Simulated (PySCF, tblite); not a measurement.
**2-bromopropene (C₃H₅Br): isotopologues and vibrational averages**

Aim: rotational constants, zero-point energies and shieldings of isotopologues of 2-bromopropene (C₃H₅Br) (`C=C(C)Br`).

Programs: PySCF 2.14.0 with density-fitted response routines of our own, and tblite 0.8.0. All values are computed, except where a source is named. Atoms count from 0 throughout.

## (1) The starting structure

9 atoms, charge 0, multiplicity 1; geometry from: force field or distance geometry start.

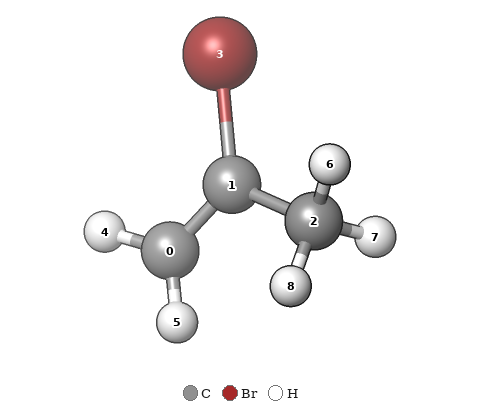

The starting geometry (carbon grey, bromine red, hydrogen white), atoms numbered.

## (2) GFN2-xTB relaxation, lowest of a short conformer search

Job settings and geometry (Å):

```
{"job": {"xc": "GFN2-xTB", "basis": "xTB", "kind": "relax"}, "charge": 0, "multiplicity": 1}
C     -1.090900    -0.722500     0.006500
C     -0.385600     0.400100    -0.029700
C      1.137800     0.176800    -0.036300
Br    -1.119100     2.152700     0.046300
H     -2.215900    -0.686400     0.080600
H     -0.687400    -1.683100    -0.041700
H      1.560800     0.990500     0.556600
H      1.504300     0.207600    -1.085700
H      1.350200    -0.811600     0.402700
```

Launch:

```bash
> OMP_NUM_THREADS=1 python ens_run.py task.json out
```

The driver reads the study from task.json and runs its stages one after another.

What it wrote:

```text
step      E/eV     max force
  0    -354.09857    3.367
  1    -354.26462    0.721
  2    -354.29628    0.545
  3    -354.32231    0.563
  4    -354.33296    0.379
  5    -354.34564    0.288
  6    -354.35226    0.253
  7    -354.35748    0.258
  8    -354.36688    0.331
  9    -354.37439    0.292
 10    -354.38009    0.187
 11    -354.38305    0.138
 12    -354.38503    0.114
 13    -354.38666    0.105
 14    -354.38761    0.079
 15    -354.38822    0.069
 16    -354.38870    0.065
 17    -354.38902    0.064
 18    -354.38926    0.064
 19    -354.38956    0.059
 20    -354.39003    0.085
 21    -354.39067    0.095
 22    -354.39135    0.090
 23    -354.39200    0.088
 24    -354.39283    0.111
 25    -354.39411    0.141
 26    -354.39569    0.157
 27    -354.39716    0.131
 28    -354.39830    0.114
 29    -354.39944    0.114
 30    -354.40150    0.215
 31    -354.40467    0.280
 32    -354.40737    0.204
 33    -354.40570    0.245
 34    -354.40947    0.045
 35    -354.40964    0.039
 36    -354.40988    0.035
 37    -354.41004    0.038
 38    -354.41026    0.027
 39    -354.41033    0.024
 40    -354.41039    0.023
 41    -354.41046    0.020
 42    -354.41052    0.018
 43    -354.41056    0.012
 44    -354.41057    0.011
 45    -354.41059    0.008
 46    -354.41060    0.008
 47    -354.41061    0.006
 48    -354.41062    0.006
 49    -354.41062    0.005
 50    -354.41062    0.002
```

It took 0.32 s on 1 thread of AMD EPYC 7B13, shared host.

The energy fell by 0.312 eV, and the atoms moved 0.26 Å (root mean square).

## (3) Tight optimisation and Hessian

Job settings and geometry (Å):

```
{"job": {"xc": "B3LYP", "basis": "pcSseg-1", "grid": 2, "temperatures": [100, 700], "kind": "geom"}, "charge": 0, "multiplicity": 1}
C     -1.183868    -0.740972     0.083315
C     -0.346743     0.270904    -0.038095
C      1.139325     0.206664    -0.044935
Br    -1.039715     2.052914    -0.230425
H     -2.251718    -0.612513     0.079059
H     -0.814408    -1.746636     0.192419
H      1.546774     0.805658     0.769600
H      1.530901     0.610014    -0.978867
H      1.473699    -0.822058     0.067212
```

What it wrote:

```text
step   0  E = -73231.6339792 eV  max force = 0.35224
step   1  E = -73231.6454402 eV  max force = 0.04991
step   2  E = -73231.6455078 eV  max force = 0.00505
step   3  E = -73231.6455082 eV  max force = 0.00044
step   4  E = -73231.6455082 eV  max force = 0.00044
step   5  E = -73231.6455083 eV  max force = 0.00038
harmonic wavenumbers (cm-1): 206.5 306.3 358.2 434.5 545.3 697.1 911.7 925.3 1010.8 1068.4 1175.2 1399.3 1423.8 1459.8 1478.6 1696.2 3022.9 3088.6 3105.0 3134.9 3231.3
```

Run time: 10 min. Hardware: 1 thread of AMD EPYC 7B13, shared host; peak memory 0.62 GiB.

## (4) Displacements along the modes, parent

Job settings and geometry (Å):

```
{"job": {"xc": "B3LYP", "basis": "pcSseg-1", "grid": 2, "temperatures": [100, 700], "kind": "vib", "mass_numbers": [12, 12, 12, 79, 1, 1, 1, 1, 1]}, "charge": 0, "multiplicity": 1}
C     -1.194365    -0.742706     0.083729
C     -0.352053     0.274499    -0.038323
C      1.142107     0.209375    -0.045081
Br    -1.052695     2.061925    -0.231998
H     -2.271317    -0.613898     0.079426
H     -0.801674    -1.751953     0.193182
H      1.562949     0.805046     0.773034
H      1.546573     0.609651    -0.981799
H      1.474721    -0.827963     0.067112
```

What it wrote:

```text
mode    cm-1    km/mol   phi_rrr   E(+)/cm-1  E(-)/cm-1
  1    206.52     0.45      -1.0      66.37      67.09
  2    306.26     1.24     -27.9      53.82      56.73
  3    358.16     0.55      25.8      65.32      64.03
  4    434.47    10.79       0.3      78.79      78.39
  5    545.26    25.74    -110.7      94.42     102.43
  6    697.07     0.02      -0.1     129.15     128.80
  7    911.75    46.07      -0.3     166.52     166.58
  8    925.30     2.97    -130.6     162.51     171.57
  9   1010.84     0.45      20.8     183.44     181.44
 10   1068.39     0.13       0.6     192.67     192.98
 11   1175.15    75.66      21.4     212.40     210.80
 12   1399.27     7.24      45.4     253.61     250.50
 13   1423.84     0.03     -63.9     254.07     258.79
 14   1459.84    14.55       0.4     262.86     262.78
 15   1478.64    12.01      53.1     268.16     264.22
 16   1696.17    43.00     388.6     319.84     291.90
 17   3022.89    12.25    1051.0     583.58     507.97
 18   3088.64     6.09      -6.7     558.64     559.21
 19   3105.01    10.22     928.2     595.39     528.58
 20   3134.91     2.32   -1420.8     516.35     618.36
 21   3231.34     1.11    -935.1     551.39     618.69
```

It took 12 min on 1 thread of AMD EPYC 7B13, shared host; peak memory 0.54 GiB.

## (5) Displacements along the modes, 2H at atom 4

Changed since step 4:

```diff
@@ -1,2 +1,2 @@
-{"job": {"xc": "B3LYP", "basis": "pcSseg-1", "grid": 2, "temperatures": [100, 700], "kind": "vib", "mass_numbers": [12, 12, 12, 79, 1, 1, 1, 1, 1]}, "charge": 0, "multiplicity": 1}
+{"job": {"xc": "B3LYP", "basis": "pcSseg-1", "grid": 2, "temperatures": [100, 700], "kind": "vib", "mass_numbers": [12, 12, 12, 79, 2, 1, 1, 1, 1]}, "charge": 0, "multiplicity": 1}
 C     -1.194365    -0.742706     0.083729
```

What it wrote:

```text
mode    cm-1    km/mol   phi_rrr   E(+)/cm-1  E(-)/cm-1
  1    205.70     0.50       1.1      67.11      66.38
  2    302.34     1.10      21.2      55.80      53.30
  3    335.25     0.63     -11.8      60.26      60.79
  4    422.58    11.63      -0.2      76.28      76.66
  5    538.73    24.70    -113.9      93.15     101.33
  6    581.59     0.34      -0.1     106.42     106.77
  7    815.43     0.37      67.8     149.40     144.78
  8    842.27    31.40       1.3     154.86     154.86
  9   1007.46     0.90      38.0     183.33     180.15
 10   1064.97     1.19       0.7     192.07     192.35
 11   1132.79    68.93      74.9     206.61     201.32
 12   1290.00    12.42      -7.9     232.68     233.17
 13   1406.88     4.84    -107.6     249.72     257.40
 14   1459.84    14.50      -0.4     262.78     262.86
 15   1475.71    12.22     -58.9     263.47     267.86
 16   1671.51    38.94     374.5     314.85     287.96
 17   2365.52     0.84    1179.4     470.94     386.16
 18   3022.91    12.29   -1051.4     507.96     583.60
 19   3088.64     6.08      -6.6     558.64     559.21
 20   3105.04    10.38     933.4     595.60     528.41
 21   3164.50     3.17    1947.3     644.92     505.36
```

It took 7.2 min on 1 thread of AMD EPYC 7B13, shared host; peak memory 0.53 GiB.

## (6) Vibrational averages by isotopologue

Job settings and geometry (Å):

```
{"job": {"xc": "B3LYP", "basis": "pcSseg-1", "grid": 2, "temperatures": [100, 700], "kind": "iso"}, "charge": 0, "multiplicity": 1}
C     -1.194365    -0.742706     0.083729
C     -0.352053     0.274499    -0.038323
C      1.142107     0.209375    -0.045081
Br    -1.052695     2.061925    -0.231998
H     -2.271317    -0.613898     0.079426
H     -0.801674    -1.751953     0.193182
H      1.562949     0.805046     0.773034
H      1.546573     0.609651    -0.981799
H      1.474721    -0.827963     0.067112
```

What it wrote:

```text
parent
  Be/MHz 9249.723 3087.549 2348.657
  B0/MHz 9179.173 3071.98 2333.259
  ZPE/cm-1 15339.9
  <sigma>(0 K)/ppm 53.053 18.412 143.946 1825.397 25.624 25.563 28.614 28.614 28.842
2H at atom 4
  Be/MHz 8490.909 3063.472 2283.197
  B0/MHz 8428.883 3048.599 2268.645
  ZPE/cm-1 14649.8
  <sigma>(0 K)/ppm 53.373 18.561 144.014 1827.648 25.717 25.576 28.618 28.618 28.842
```

Wall time 30 min (1 thread of AMD EPYC 7B13, shared host); peak memory 0.62 GiB. This counts the whole study up to here.

Rotational constants (MHz) at equilibrium and in the ground state:

| isotopologue | Be | B0 | zero-point change (cm⁻¹) |
| --- | --- | --- | --- |
| parent | 9249.7, 3087.5, 2348.7 | 9179.2, 3072.0, 2333.3 | 0.0 |
| 2H at atom 4 | 8490.9, 3063.5, 2283.2 | 8428.9, 3048.6, 2268.6 | -690.0 |

Shieldings of the first species (ppm): at equilibrium, the vibrational parts at 0 K, and the averages:

| atom | equilibrium | anharmonic | harmonic | 0 K | 100 K | 700 K |
| --- | --- | --- | --- | --- | --- | --- |
| C0 | 56.87 | -0.74 | -3.07 | 53.05 | 53.03 | 51.80 |
| C1 | 21.94 | -1.36 | -2.17 | 18.41 | 18.37 | 16.37 |
| C2 | 148.47 | 0.36 | -4.89 | 143.95 | 143.94 | 143.30 |
| Br3 | 1884.31 | -16.51 | -42.40 | 1825.40 | 1824.09 | 1761.72 |
| H4 | 26.12 | -0.07 | -0.42 | 25.62 | 25.62 | 25.49 |
| H5 | 26.03 | -0.06 | -0.40 | 25.56 | 25.56 | 25.49 |
| H6 | 29.30 | 0.07 | -0.75 | 28.61 | 28.61 | 28.47 |
| H7 | 29.30 | 0.07 | -0.75 | 28.61 | 28.61 | 28.47 |
| H8 | 29.53 | 0.07 | -0.75 | 28.84 | 28.84 | 28.65 |

Isotope effects on the shieldings at 0 K (ppb; positive means more shielded):

| atom | 2H at atom 4 |
| --- | --- |
| C0 | 320 |
| C1 | 150 |
| C2 | 67 |
| Br3 | 2251 |
| H4 | 93 |
| H5 | 12 |
| H6 | 4 |
| H7 | 4 |
| H8 | 0 |

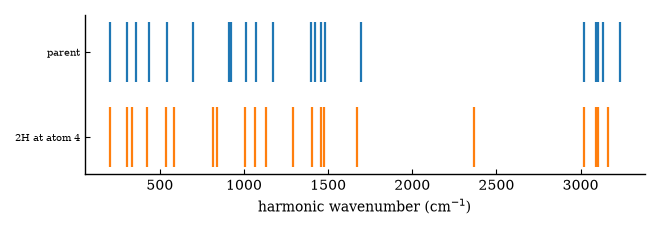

Harmonic wavenumbers of each isotopologue.

## (7) Outcome

```
                   quantity                       value
                point group                          Cs
    B0 of the first species  9179.2, 3072.0, 2333.3 MHz
          zero-point energy                  15340 cm⁻¹
zero-point change of σ(Br3)                  -58.91 ppm
```

In words: Zero-point motion changes the shielding of Br3 most, by -58.91 ppm. The largest secondary isotope effect is 2251 ppb on Br3, 3 bonds from the change (2H at atom 4). The job flags a low mode; perturbation theory is less sure for low modes. Internal rotors are held in one well. Spin-orbit coupling is left out, which matters at and beside the heavy atoms.
